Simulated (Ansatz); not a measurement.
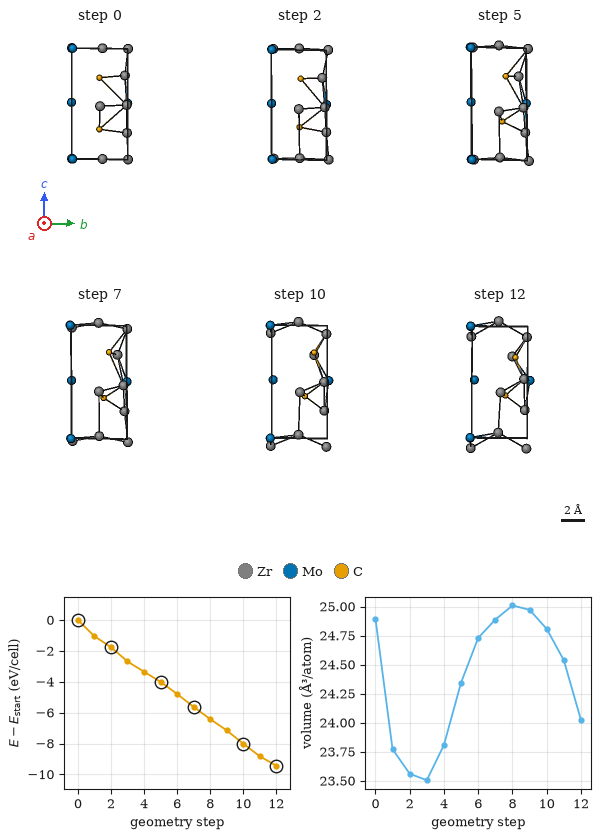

Frames of a relaxation of a crystal of Zr$_{3}$MoC (a generated structure, set up in P1) (coarse preliminary run), marked on the history of the run. The picture is a ball-and-stick view of the cell of the calculation, seen along the a axis.

Theory: Ansatz 0.2.0, DFT PBE, scalar-relativistic, plane waves, PAW. Settings: plane-wave cutoff 420 eV; k-point mesh 4 × 4 × 2; occupations gaussian; smearing width 0.1 eV; no spin polarisation; cell and atoms relaxed; force threshold 0.015 eV/Å; at most 120 steps.

What happens along the run?

Answer. The run was cut off at its time limit before the relaxation converged, so the last structure is only a point on the way. Over 12 geometry steps the energy falls by 9.437 eV per cell of the calculation. Largest force component: 2.6 eV/Å at the start, 1.4 eV/Å at the end. Pressure: −1.65 GPa at the start and −0.54 GPa at the end. The atom that moves furthest relative to the cell is a C atom (1.41 Å roughly along +b). Largest moves by element: C 1.41 Å, Zr 1.15 Å, Mo 0.32 Å. The drawn cell changes as follows: a 5.084 → 4.915 Å (−3.3 %), b 4.981 → 4.937 Å (−0.9 %), c 9.832 → 9.901 Å (+0.7 %), α 90.9° → 90.3°, β 90.3° → 89.3°; the volume changes by −3.5 %. Some distances before and after: C–Zr 3.613 → 2.068 Å, C–Zr 3.440 → 2.073 Å, Zr–Zr 3.963 → 5.112 Å, Zr–Zr 4.695 → 3.583 Å. New bonds form: C–Zr (3.61 → 2.07 Å). Bond angles that change, for instance: Zr–Mo–Zr 103.4° → 152.6°, Zr–Mo–Zr 172.1° → 130.8°, Zr–Mo–Zr 177.1° → 139.2°. The space group stays P1 (No. 1). From step 0 to 2: a C atom moves most (0.28 Å), volume −5.4 %, energy −1.757 eV per cell of the calculation. From step 2 to 5: a C atom moves most (0.51 Å), volume +3.3 %, energy −2.248 eV per cell of the calculation. From step 5 to 7: a C atom moves most (0.39 Å), volume +2.2 %, energy −1.618 eV per cell of the calculation. From step 7 to 10: a Zr atom moves most (0.49 Å), volume −0.3 %, energy −2.384 eV per cell of the calculation. From step 10 to 12: a C atom moves most (0.39 Å), volume −3.2 %, energy −1.430 eV per cell of the calculation.

```json
{"step": "0", "E − E(0), meV/atom": "0.00", "largest force component, eV/Å": "2.5673", "pressure, GPa": "-1.65", "volume, Å³/atom": "24.896"}
{"step": "1", "E − E(0), meV/atom": "-105.05", "largest force component, eV/Å": "0.8027", "pressure, GPa": "0.22", "volume, Å³/atom": "23.772"}
{"step": "2", "E − E(0), meV/atom": "-175.65", "largest force component, eV/Å": "1.0394", "pressure, GPa": "1.05", "volume, Å³/atom": "23.561"}
{"step": "3", "E − E(0), meV/atom": "-268.56", "largest force component, eV/Å": "1.2377", "pressure, GPa": "2.19", "volume, Å³/atom": "23.505"}
{"step": "4", "E − E(0), meV/atom": "-334.67", "largest force component, eV/Å": "1.0164", "pressure, GPa": "3.88", "volume, Å³/atom": "23.809"}
{"step": "5", "E − E(0), meV/atom": "-400.48", "largest force component, eV/Å": "1.4856", "pressure, GPa": "2.57", "volume, Å³/atom": "24.345"}
{"step": "6", "E − E(0), meV/atom": "-478.98", "largest force component, eV/Å": "1.2972", "pressure, GPa": "1.17", "volume, Å³/atom": "24.730"}
{"step": "7", "E − E(0), meV/atom": "-562.29", "largest force component, eV/Å": "1.7409", "pressure, GPa": "0.15", "volume, Å³/atom": "24.887"}
{"step": "8", "E − E(0), meV/atom": "-641.69", "largest force component, eV/Å": "1.7932", "pressure, GPa": "-0.31", "volume, Å³/atom": "25.009"}
{"step": "9", "E − E(0), meV/atom": "-714.72", "largest force component, eV/Å": "1.9604", "pressure, GPa": "0.05", "volume, Å³/atom": "24.972"}
{"step": "10", "E − E(0), meV/atom": "-800.69", "largest force component, eV/Å": "2.8267", "pressure, GPa": "-0.79", "volume, Å³/atom": "24.808"}
{"step": "11", "E − E(0), meV/atom": "-882.29", "largest force component, eV/Å": "1.9156", "pressure, GPa": "-1.29", "volume, Å³/atom": "24.537"}
{"step": "12", "E − E(0), meV/atom": "-943.67", "largest force component, eV/Å": "1.3836", "pressure, GPa": "-0.54", "volume, Å³/atom": "24.023"}
```
